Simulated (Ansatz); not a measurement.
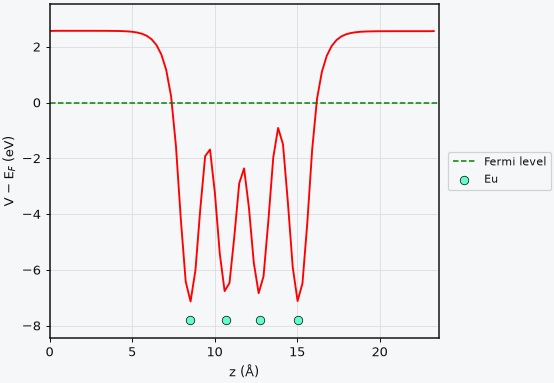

Plane-averaged electrostatic potential energy of an electron across the slab; circles at the bottom mark the heights of the atoms (positions after relaxation).

The material is a (100) slab cut from Eu (Im-3m), 4 atoms in the cell.

Ansatz; DFT PBE, scalar-relativistic, plane waves, PAW, spin-polarised, 7×7×1 k mesh, 420 eV cutoff.

> What is the work function?

The work function is 2.56 eV, the same on both faces. The two vacuum levels agree, so the slab has no net dipole along its normal.

> How thick are slab and vacuum?

The outermost atoms are 6.6 Å apart, which leaves 17.0 Å of vacuum in a cell 23.6 Å high.

The run may have settled in a state above the lowest, so this need not be the ground state. Spin-orbit coupling is left out, which matters for Eu.
